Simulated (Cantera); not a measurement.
Charge: 1 mol SiC, 0.28 mol O2, a varied amount of N2, 0.014 mol CO2, equilibrated at 1975 K and 2.00 mbar.

Cantera equilibrium calculation (NASA polynomials, part measured and part estimated; ideal gas, pure solids and liquids). Candidate condensed phases: C, Si, SiC, SiO2, Si2N2O, Si3N4; 34 gas species. The tables' values for SiN are old estimates; treat these amounts as uncertain. Equilibrium is a limit: real reactors are often held back by kinetics, nucleation or transport.

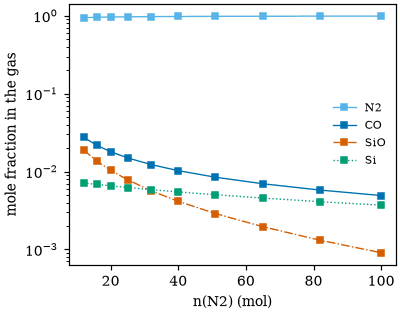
Equilibrium gas composition (values under 1e-9 drawn at 1e-9)

From 12 mol N2 to 100 mol N2 the condensed part is SiC(s). The main Si-bearing gas is SiO at 12 mol N2 and Si at 100 mol N2. The share of Si in condensed phases is highest at 12 mol N2 (66.3 %) and lowest at 100 mol N2 (50.7 %).
